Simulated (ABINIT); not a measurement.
## KSrH3 (Pm-3m): from the cell to the phonon bands

How does KSrH3 (Pm-3m) vibrate, and is this structure a minimum?

Main program and level: ABINIT 10.8.3; DFT PBE, scalar-relativistic, plane waves, PseudoDojo norm-conserving pseudopotentials.

The structure was built from a prototype and need not be the compound's stable phase.

### Step 1. The structure

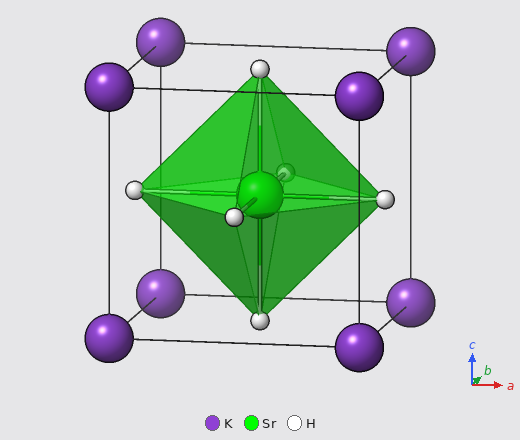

Start, viewed slightly off an axis; potassium purple, strontium green, hydrogen white. Some periodic images of atoms are drawn too.

### Step 2. A first look

A first run with smearing and empty bands tells whether the crystal has a gap, which decides between fixed occupations and smearing later on.

probe.abi

```
# ground state
tolvrs 1.0d-08
prtden 1
prtwf 1

# basis, mesh and filling
ecut 33.0
ngkpt 4 4 4
nshiftk 1
shiftk 0.0 0.0 0.0
istwfk *1
occopt 7
tsmear 0.005
nband 18
nstep 100
diemac 9.0
prtebands 0
prtgsr 0
useylm 1

# cell and atoms
acell 3*1.0 Angstrom
rprim 
    5.0052 0.0 0.0
    0.0 5.0052 0.0
    0.0 0.0 5.0052
ntypat 3
znucl 19 38 1
natom 5
typat 1 2 3 3 3
xred 
    0.0 0.0 0.0
    0.5 0.5 0.5
    0.5 0.5 0.0
    0.5 0.0 0.5
    0.0 0.5 0.5
pp_dirpath "./pseudo"
pseudos "K.upf, Sr.upf, H.upf"
```

The run is started by

```
OMP_NUM_THREADS=1 mpirun -n 4 abinit probe.abi > probe.log
```

Numbers of over 12 decimals in the logs are rounded to 6 here.

probe.abo, the main output file:

```text
[banners, grids, parts of the stress and lines that vanish by symmetry left out]
- input  file    -> probe.abi
- output file    -> probe.abo
- root for input  files -> probei
[...]
Symmetries : space group Pm -3 m (#221); Bravais cP (primitive cubic)
[...]
mpw =        7712          nfft =      125000          nkpt =          10
[...]
== DATASET  1 ==================================================================
[...]
cutoff_energies: {ecut:  33.0, pawecutdg:  -1.0, }
[...]
ETOT  1  -66.032539919768    -6.603E+01 4.144E-02 3.620E+02
 ETOT  2  -66.088651749893    -5.611E-02 1.144E-02 3.534E+01
 ETOT  3  -66.090154340569    -1.503E-03 4.329E-04 7.675E+00
 ETOT  4  -66.090366916330    -2.126E-04 2.187E-03 5.032E-01
 ETOT  5  -66.090384563567    -1.765E-05 2.402E-04 4.614E-02
[...]
ETOT  9  -66.090386228634    -1.410E-10 3.393E-05 3.209E-08
 ETOT 10  -66.090386228634    -2.842E-14 1.552E-05 1.564E-09
 At SCF step   10       vres2   =  1.56E-09 < tolvrs=  1.00E-08 =>converged.
[...]
sigma(1 1)=  7.52320756E-05  sigma(3 2)=  0.00000000E+00
  sigma(2 2)=  7.52320756E-05  sigma(3 1)=  0.00000000E+00
  sigma(3 3)=  7.52320756E-05  sigma(2 1)=  0.00000000E+00
[...]
convergence: {deltae: -2.842E-14, res2:  1.564E-09, residm:  1.552E-05, diffor: null, }
etotal    :  -6.60903862E+01
[...]
sigma(1 1)=  7.52320756E-05  sigma(3 2)=  0.00000000E+00
  sigma(2 2)=  7.52320756E-05  sigma(3 1)=  0.00000000E+00
  sigma(3 3)=  7.52320756E-05  sigma(2 1)=  0.00000000E+00
[...]
- sigma(1 1)=  2.21340408E+00  sigma(3 2)=  0.00000000E+00
- sigma(2 2)=  2.21340408E+00  sigma(3 1)=  0.00000000E+00
- sigma(3 3)=  2.21340408E+00  sigma(2 1)=  0.00000000E+00
[...]
fcart     -0.0000000000E+00 -0.0000000000E+00 -0.0000000000E+00
           strten      7.5232075560E-05  7.5232075560E-05  7.5232075560E-05
================================================================================

[key lines of the parts left out:]
pressure_GPa:  -2.2134E+00
```

The job ended after 14 s (4 MPI ranks of Arm Neoverse V2, shared host; 55 s of CPU time).

Read from the output:

```
volume per atom   : 25.08 Å³
pressure          : -2.213 GPa
gap on the k-mesh : 2.809 eV
```

A gap of 2.8 eV opens on this mesh, so the crystal is taken as an insulator; the printed pressure holds the stress of the finite basis too.

### Step 3. Rough relaxation

The typed start is rough, so a first relaxation with smearing and loose thresholds takes it towards rest cheaply.

prerelax.abi

```
# relaxation
ionmov 2
optcell 2
dilatmx 1.15
chkdilatmx 0
ntime 40
tolmxf 3.0d-04
tolvrs 1.0d-10
prtwf 0
prtden 0
chksymtnons 0

# basis, mesh and filling
ecut 33.0
ecutsm 3.0
ngkpt 4 4 4
nshiftk 1
shiftk 0.0 0.0 0.0
istwfk *1
occopt 7
tsmear 0.005
nband 18
nstep 100
diemac 9.0
prtebands 0
prtgsr 0
useylm 1

# cell and atoms
acell 3*1.0 Angstrom
rprim 
    5.0052 0.0 0.0
    0.0 5.0052 0.0
    0.0 0.0 5.0052
ntypat 3
znucl 19 38 1
natom 5
typat 1 2 3 3 3
xred 
    0.0 0.0 0.0
    0.5 0.5 0.5
    0.5 0.5 0.0
    0.5 0.0 0.5
    0.0 0.5 0.5
pp_dirpath "./pseudo"
pseudos "K.upf, Sr.upf, H.upf"
```

The run is started by

```
OMP_NUM_THREADS=1 mpirun -n 4 abinit prerelax.abi > prerelax.log
```

prerelax.abo, the main output file:

```text
[banners, grids, parts of the stress and lines that vanish by symmetry left out]
- input  file    -> prerelax.abi
- output file    -> prerelax.abo
- root for input  files -> prerelaxi
[...]
Symmetries : space group Pm -3 m (#221); Bravais cP (primitive cubic)
[...]
mpw =       11674          nfft =      216000          nkpt =          10
[...]
== DATASET  1 ==================================================================
[...]
cutoff_energies: {ecut:  33.0, pawecutdg:  -1.0, }
[...]
ETOT  1  -66.031097413069    -6.603E+01 2.512E-02 6.322E+02
 ETOT  2  -66.088469452655    -5.737E-02 4.039E-03 6.200E+01
 ETOT  3  -66.090023494153    -1.554E-03 3.625E-04 1.332E+01
 ETOT  4  -66.090235047592    -2.116E-04 3.440E-03 8.825E-01
 ETOT  5  -66.090252970029    -1.792E-05 4.742E-04 8.730E-02
[...]
At SCF step   11       vres2   =  6.79E-11 < tolvrs=  1.00E-10 =>converged.
[...]
ETOT 10  -66.094723949277    -1.535E-12 3.703E-05 3.560E-11
 At SCF step   10       vres2   =  3.56E-11 < tolvrs=  1.00E-10 =>converged.
[...]
sigma(1 1)=  2.16733579E-06  sigma(3 2)=  0.00000000E+00
  sigma(2 2)=  2.16733579E-06  sigma(3 1)=  0.00000000E+00
  sigma(3 3)=  2.16733579E-06  sigma(2 1)=  0.00000000E+00
[...]
convergence: {deltae: -1.535E-12, res2:  3.560E-11, residm:  3.703E-05, diffor: null, }
etotal    :  -6.60947239E+01
[...]
At Broyd/MD step   4, gradients are converged :
[...]
sigma(1 1)=  2.16733579E-06  sigma(3 2)=  0.00000000E+00
  sigma(2 2)=  2.16733579E-06  sigma(3 1)=  0.00000000E+00
  sigma(3 3)=  2.16733579E-06  sigma(2 1)=  0.00000000E+00
[...]
- sigma(1 1)=  6.37652204E-02  sigma(3 2)=  0.00000000E+00
- sigma(2 2)=  6.37652204E-02  sigma(3 1)=  0.00000000E+00
- sigma(3 3)=  6.37652204E-02  sigma(2 1)=  0.00000000E+00
[...]
fcart     -0.0000000000E+00 -0.0000000000E+00 -0.0000000000E+00
           strten      2.1673357889E-06  2.1673357889E-06  2.1673357889E-06
================================================================================

[key lines of the parts left out:]
pressure_GPa:  -6.3765E-02
Total energy (etotal) [Ha]= -6.60947239492774E+01
```

It took 76 s on 4 MPI ranks.

Step by step:

```
step  energy less that of the first step (eV)  largest force (eV/Å)  volume (Å³)
   1                                   0.0000                0.0000       125.39
   2                                  -0.0110                0.0000       124.56
   3                                  -0.1183                0.0000       106.87
   4                                  -0.1216                0.0000       109.58
```

```
conventional cell, symmetrised  before  after   change
                         a (Å)   5.005  4.785   -4.4 %
                         b (Å)   5.005  4.785   -4.4 %
                         c (Å)   5.005  4.785   -4.4 %
              volume (Å³/atom)   25.08  21.92  -12.6 %
```

The relaxed structure:

```xyz
5
Lattice="4.7853 0.0000 0.0000 0.0000 4.7853 0.0000 0.0000 0.0000 4.7853" Properties=species:S:1:pos:R:3 pbc="T T T"
K     0.0000    0.0000    0.0000
Sr    2.3926    2.3926    2.3926
H     2.3926    2.3926    0.0000
H     2.3926    0.0000    2.3926
H     0.0000    2.3926    2.3926
```

This step gave:

* volume per atom: 21.92 Å³
* pressure: -0.06377 GPa
* gap on the k-mesh: 2.737 eV

The volume changes by -12.6 % in this run and stands -12.6 % from the first cell.

### Step 4. Rough relaxation

The cell changed much, so the rough relaxation is repeated on a basis made for the new cell.

Edit prerelax.abi of step 3 so:

```diff
@@ -31,5 +31,5 @@
 rprim 
-    5.0052 0.0 0.0
-    0.0 5.0052 0.0
-    0.0 0.0 5.0052
+    4.785260235 0.0 0.0
+    0.0 4.785260235 0.0
+    0.0 0.0 4.785260235
 ntypat 3
```

prerelax.abo, the main output file:

```text
[banners, grids, parts of the stress and lines that vanish by symmetry left out]
- input  file    -> prerelax.abi
- output file    -> prerelax.abo
- root for input  files -> prerelaxi
[...]
Symmetries : space group Pm -3 m (#221); Bravais cP (primitive cubic)
[...]
mpw =       10215          nfft =      157464          nkpt =          10
[...]
== DATASET  1 ==================================================================
[...]
cutoff_energies: {ecut:  33.0, pawecutdg:  -1.0, }
[...]
ETOT  1  -66.035922816049    -6.604E+01 2.480E-02 5.112E+02
 ETOT  2  -66.093180109786    -5.726E-02 1.789E-02 4.434E+01
 ETOT  3  -66.094502334446    -1.322E-03 5.365E-03 8.985E+00
 ETOT  4  -66.094711026465    -2.087E-04 9.239E-04 4.202E-01
 ETOT  5  -66.094723421574    -1.240E-05 2.334E-04 2.040E-02
[...]
ETOT 10  -66.094723952774     2.970E-12 5.683E-04 2.711E-10
 ETOT 11  -66.094723952777    -3.865E-12 3.304E-04 2.092E-11
 At SCF step   11       vres2   =  2.09E-11 < tolvrs=  1.00E-10 =>converged.
[...]
sigma(1 1)=  2.16755327E-06  sigma(3 2)=  0.00000000E+00
  sigma(2 2)=  2.16755327E-06  sigma(3 1)=  0.00000000E+00
  sigma(3 3)=  2.16755327E-06  sigma(2 1)=  0.00000000E+00
[...]
convergence: {deltae: -3.865E-12, res2:  2.092E-11, residm:  3.304E-04, diffor: null, }
etotal    :  -6.60947240E+01
[...]
At Broyd/MD step   1, gradients are converged :
[...]
sigma(1 1)=  2.16755327E-06  sigma(3 2)=  0.00000000E+00
  sigma(2 2)=  2.16755327E-06  sigma(3 1)=  0.00000000E+00
  sigma(3 3)=  2.16755327E-06  sigma(2 1)=  0.00000000E+00
[...]
- sigma(1 1)=  6.37716190E-02  sigma(3 2)=  0.00000000E+00
- sigma(2 2)=  6.37716190E-02  sigma(3 1)=  0.00000000E+00
- sigma(3 3)=  6.37716190E-02  sigma(2 1)=  0.00000000E+00
[...]
fcart     -0.0000000000E+00 -0.0000000000E+00 -0.0000000000E+00
           strten      2.1675532747E-06  2.1675532747E-06  2.1675532747E-06
================================================================================

[key lines of the parts left out:]
pressure_GPa:  -6.3772E-02
Total energy (etotal) [Ha]= -6.60947239527774E+01
```

Elapsed: 19 s, on 4 MPI ranks; 75 s of CPU time.

Little changed from the start: no atom moved by 0.005 Å and no cell edge by 0.1 %.

The volume changes by +0.0 % in this run and stands -12.6 % from the first cell.

### Step 5. Relaxing the cell and atoms

The harmonic expansion needs vanishing forces, and a free crystal bears no stress, so cell and atoms are brought to rest. Stress is more sensitive to the basis than forces are: the last 3 Ha under the cutoff are smoothed with ecutsm, and the cutoff is raised above that of the later runs.

relax.abi

```
# relaxation
ionmov 2
optcell 2
dilatmx 1.08
ntime 40
tolmxf 1.0d-05
tolvrs 1.0d-14
prtwf 0
prtden 0
chksymtnons 0

# basis, mesh and filling
ecut 41.0
ecutsm 3.0
ngkpt 4 4 4
nshiftk 1
shiftk 0.0 0.0 0.0
istwfk *1
occopt 1
nband 11
nstep 100
diemac 9.0
prtebands 0
prtgsr 0
useylm 1

# cell and atoms
acell 3*1.0 Angstrom
rprim 
    4.785260238 0.0 0.0
    0.0 4.785260238 0.0
    0.0 0.0 4.785260238
ntypat 3
znucl 19 38 1
natom 5
typat 1 2 3 3 3
xred 
    0.0 0.0 0.0
    0.5 0.5 0.5
    0.5 0.5 0.0
    0.5 0.0 0.5
    0.0 0.5 0.5
pp_dirpath "./pseudo"
pseudos "K.upf, Sr.upf, H.upf"
```

The run is started by

```
OMP_NUM_THREADS=1 mpirun -n 4 abinit relax.abi > relax.log
```

relax.abo, the main output file:

```text
[banners, grids, parts of the stress and lines that vanish by symmetry left out]
- input  file    -> relax.abi
- output file    -> relax.abo
- root for input  files -> relaxi
[...]
Symmetries : space group Pm -3 m (#221); Bravais cP (primitive cubic)
[...]
mpw =       11753          nfft =      216000          nkpt =          10
[...]
== DATASET  1 ==================================================================
[...]
cutoff_energies: {ecut:  41.0, pawecutdg:  -1.0, }
[...]
ETOT  1  -66.020343286200    -6.602E+01 7.165E-02 6.665E+02
 ETOT  2  -66.093829165926    -7.349E-02 2.615E-05 5.494E+01
 ETOT  3  -66.094782636375    -9.535E-04 7.469E-06 1.109E+01
 ETOT  4  -66.094978090485    -1.955E-04 2.495E-06 5.067E-01
 ETOT  5  -66.094988711393    -1.062E-05 1.535E-07 1.367E-02
[...]
At SCF step   14       vres2   =  4.17E-16 < tolvrs=  1.00E-14 =>converged.
[...]
sigma(1 1)=  2.18652092E-06  sigma(3 2)=  0.00000000E+00
  sigma(2 2)=  2.18652092E-06  sigma(3 1)=  0.00000000E+00
  sigma(3 3)=  2.18652092E-06  sigma(2 1)=  0.00000000E+00
[...]
convergence: {deltae:  6.835E-12, res2:  4.168E-16, residm:  5.569E-20, diffor: null, }
etotal    :  -6.60949890E+01
[...]
ETOT  1  -66.094989135448    -6.609E+01 5.220E-10 2.877E-03
[...]
At SCF step   10       vres2   =  1.83E-15 < tolvrs=  1.00E-14 =>converged.
[...]
sigma(1 1)=  2.05219702E-06  sigma(3 2)=  0.00000000E+00
  sigma(2 2)=  2.05219702E-06  sigma(3 1)=  0.00000000E+00
  sigma(3 3)=  2.05219702E-06  sigma(2 1)=  0.00000000E+00
[...]
convergence: {deltae: -5.343E-12, res2:  1.832E-15, residm:  8.065E-21, diffor: null, }
etotal    :  -6.60949893E+01
[...]
ETOT  1  -66.094954900807    -6.609E+01 1.517E-08 6.663E-01
[...]
ETOT 11  -66.094991562908     2.359E-12 1.427E-19 1.409E-14
 ETOT 12  -66.094991562912    -4.249E-12 6.986E-21 1.067E-16
 At SCF step   12       vres2   =  1.07E-16 < tolvrs=  1.00E-14 =>converged.
[...]
sigma(1 1)= -6.88576325E-09  sigma(3 2)=  0.00000000E+00
  sigma(2 2)= -6.88576325E-09  sigma(3 1)=  0.00000000E+00
  sigma(3 3)= -6.88576325E-09  sigma(2 1)=  0.00000000E+00
[...]
convergence: {deltae: -4.249E-12, res2:  1.067E-16, residm:  6.986E-21, diffor: null, }
etotal    :  -6.60949916E+01
[...]
At Broyd/MD step   3, gradients are converged :
[...]
sigma(1 1)= -6.88576325E-09  sigma(3 2)=  0.00000000E+00
  sigma(2 2)= -6.88576325E-09  sigma(3 1)=  0.00000000E+00
  sigma(3 3)= -6.88576325E-09  sigma(2 1)=  0.00000000E+00
[...]
- sigma(1 1)= -2.02586149E-04  sigma(3 2)=  0.00000000E+00
- sigma(2 2)= -2.02586149E-04  sigma(3 1)=  0.00000000E+00
- sigma(3 3)= -2.02586149E-04  sigma(2 1)=  0.00000000E+00
[...]
fcart     -0.0000000000E+00 -0.0000000000E+00 -0.0000000000E+00
           strten     -6.8857632489E-09 -6.8857632484E-09 -6.8857632488E-09
================================================================================

[key lines of the parts left out:]
pressure_GPa:   2.0259E-04
Total energy (etotal) [Ha]= -6.60949915629124E+01
```

The job ended after 41 s (4 MPI ranks).

The steps of the relaxation:

```
step  energy less that of the first step (eV)  largest force (eV/Å)  volume (Å³)
   1                                   0.0000                0.0000       109.58
   2                                   0.0000                0.0000       109.55
   3                                  -0.0001                0.0000       109.23
```

```
conventional cell, symmetrised  before  after  change
                         a (Å)   4.785  4.780  -0.1 %
                         b (Å)   4.785  4.780  -0.1 %
                         c (Å)   4.785  4.780  -0.1 %
              volume (Å³/atom)   21.92  21.85  -0.3 %
```

The relaxed structure:

```xyz
5
Lattice="4.7802 0.0000 0.0000 0.0000 4.7802 0.0000 0.0000 0.0000 4.7802" Properties=species:S:1:pos:R:3 pbc="T T T"
K     0.0000    0.0000    0.0000
Sr    2.3901    2.3901    2.3901
H     2.3901    2.3901    0.0000
H     2.3901    0.0000    2.3901
H     0.0000    2.3901    2.3901
```

Numbers from this step:

```
volume per atom : 21.85 Å³
pressure        : 2.03e-4 GPa
```

The volume changes by -0.3 % in this run and stands -12.9 % from the first cell.

### Step 6. Ground state

The response is built on these wavefunctions, so the potential is converged far more tightly than an energy would need.

gs.abi

```
# ground state
tolvrs 1.0d-16
prtden 1
prtwf 1

# basis, mesh and filling
ecut 33.0
ngkpt 4 4 4
nshiftk 1
shiftk 0.0 0.0 0.0
istwfk *1
occopt 1
nband 11
nstep 100
diemac 9.0
prtebands 0
prtgsr 0
useylm 1

# cell and atoms
acell 3*1.0 Angstrom
rprim 
    4.780166028 0.0 0.0
    0.0 4.780166028 0.0
    0.0 0.0 4.780166028
ntypat 3
znucl 19 38 1
natom 5
typat 1 2 3 3 3
xred 
    0.0 0.0 0.0
    0.5 0.5 0.5
    0.5 0.5 0.0
    0.5 0.0 0.5
    0.0 0.5 0.5
pp_dirpath "./pseudo"
pseudos "K.upf, Sr.upf, H.upf"
```

The run is started by

```
OMP_NUM_THREADS=1 mpirun -n 4 abinit gs.abi > gs.log
```

gs.abo, the main output file:

```text
[banners, grids, parts of the stress and lines that vanish by symmetry left out]
- input  file    -> gs.abi
- output file    -> gs.abo
- root for input  files -> gsi
[...]
Symmetries : space group Pm -3 m (#221); Bravais cP (primitive cubic)
[...]
mpw =        6704          nfft =      110592          nkpt =          10
[...]
== DATASET  1 ==================================================================
[...]
cutoff_energies: {ecut:  33.0, pawecutdg:  -1.0, }
[...]
ETOT  1  -66.037139033926    -6.604E+01 3.547E-02 3.491E+02
 ETOT  2  -66.093317404382    -5.618E-02 5.381E-06 3.215E+01
 ETOT  3  -66.094633940396    -1.317E-03 9.571E-06 6.335E+00
 ETOT  4  -66.094844858842    -2.109E-04 2.574E-06 2.821E-01
 ETOT  5  -66.094856766752    -1.191E-05 1.812E-07 1.114E-02
[...]
ETOT 14  -66.094857235761    -4.334E-12 1.680E-20 5.808E-16
 ETOT 15  -66.094857235759     2.046E-12 8.461E-22 5.776E-18
 At SCF step   15       vres2   =  5.78E-18 < tolvrs=  1.00E-16 =>converged.
[...]
sigma(1 1)=  1.88863553E-06  sigma(3 2)=  0.00000000E+00
  sigma(2 2)=  1.88863553E-06  sigma(3 1)=  0.00000000E+00
  sigma(3 3)=  1.88863553E-06  sigma(2 1)=  0.00000000E+00
[...]
convergence: {deltae:  2.046E-12, res2:  5.776E-18, residm:  8.461E-22, diffor: null, }
etotal    :  -6.60948572E+01
[...]
sigma(1 1)=  1.88863553E-06  sigma(3 2)=  0.00000000E+00
  sigma(2 2)=  1.88863553E-06  sigma(3 1)=  0.00000000E+00
  sigma(3 3)=  1.88863553E-06  sigma(2 1)=  0.00000000E+00
[...]
- sigma(1 1)=  5.55655758E-02  sigma(3 2)=  0.00000000E+00
- sigma(2 2)=  5.55655758E-02  sigma(3 1)=  0.00000000E+00
- sigma(3 3)=  5.55655758E-02  sigma(2 1)=  0.00000000E+00
[...]
fcart     -0.0000000000E+00 -0.0000000000E+00 -0.0000000000E+00
           strten      1.8886355342E-06  1.8886355342E-06  1.8886355342E-06
================================================================================

[key lines of the parts left out:]
pressure_GPa:  -5.5566E-02
```

It took 10 s on 4 MPI ranks.

Numbers from this step:

```
pressure : -0.05557 GPa
```

The cell stands at -0.056 GPa, close enough for phonons.

### Step 7. The gap at rest

Empty bands on the ground state's density check that the gap assumed so far is there in this cell.

gap.abi

```
# empty bands on the ground state's density
iscf -2
getden_filepath "gso_DEN"
tolwfr 1.0d-12
nbdbuf 2
prtwf 0

# basis, mesh and filling
ecut 33.0
ngkpt 4 4 4
nshiftk 1
shiftk 0.0 0.0 0.0
istwfk *1
occopt 1
nband 15
nstep 100
diemac 9.0
prtebands 0
prtgsr 0
useylm 1

# cell and atoms
acell 3*1.0 Angstrom
rprim 
    4.780166028 0.0 0.0
    0.0 4.780166028 0.0
    0.0 0.0 4.780166028
ntypat 3
znucl 19 38 1
natom 5
typat 1 2 3 3 3
xred 
    0.0 0.0 0.0
    0.5 0.5 0.5
    0.5 0.5 0.0
    0.5 0.0 0.5
    0.0 0.5 0.5
pp_dirpath "./pseudo"
pseudos "K.upf, Sr.upf, H.upf"
```

The run is started by

```
OMP_NUM_THREADS=1 mpirun -n 4 abinit gap.abi > gap.log
```

gap.abo, the main output file:

```text
[banners, grids, parts of the stress and lines that vanish by symmetry left out]
- input  file    -> gap.abi
- output file    -> gap.abo
- root for input  files -> gapi
[...]
Symmetries : space group Pm -3 m (#221); Bravais cP (primitive cubic)
[...]
mpw =        6704          nfft =      110592          nkpt =          10
[...]
== DATASET  1 ==================================================================
[...]
cutoff_energies: {ecut:  33.0, pawecutdg:  -1.0, }
[...]
-outvars: echo values of variables after computation
            acell      1.8897261259E+00  1.8897261259E+00  1.8897261259E+00 Bohr
================================================================================
```

Run time: 9 s. Hardware: 4 MPI ranks.

This step gave:

```
gap on the k-mesh : 2.735 eV
```

In this cell the gap on the mesh is 2.7 eV, indirect (smallest direct 2.8 eV), so fixed occupations hold.

(Continued in part 2 of 4.)

[Host names and launcher messages were left out of these logs when they were recorded.]

[Logs are printed without paths, hosts, clocks, repeated set-up lines and the standing remarks that a program may print on its own settings, such as how far it seeks lower states.]

[Hosts, paths, dates, database ids (printed as entryN), source tags and the programs' standing remarks are cut or masked in the printed files.]
